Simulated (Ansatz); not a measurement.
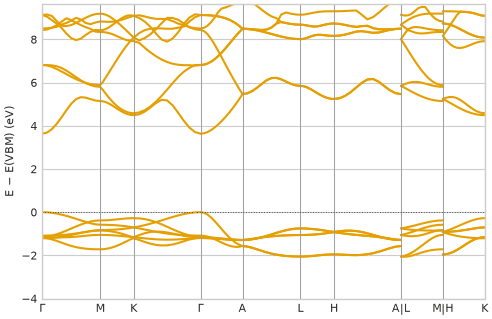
*Band structure from the program Ansatz at the r²SCAN level (PAW)*

Read off the gap and where the band edges lie.

About 3.6 eV (3.63 eV by a search for the band edges); maximum at Γ, minimum at Γ.

Which compound is it?
A. C, P6_3/mmc (C on 4e, C on 4f)
B. CaO, P6_3/mmc (Ca on 2d, O on 2c)
C. ZnS, 4H polytype

B, CaO, P6_3/mmc (Ca on 2d, O on 2c)

The start of the workflow was typed in or built on a structure type; the Crystallography Open Database copy checked does not list it. It is not the phase usual at ambient conditions (space group No. 225). Symmetry was held in the r²SCAN relaxation; whether a distortion lowers the energy is not shown.

Potentials: the later of the program's two PAW sets.
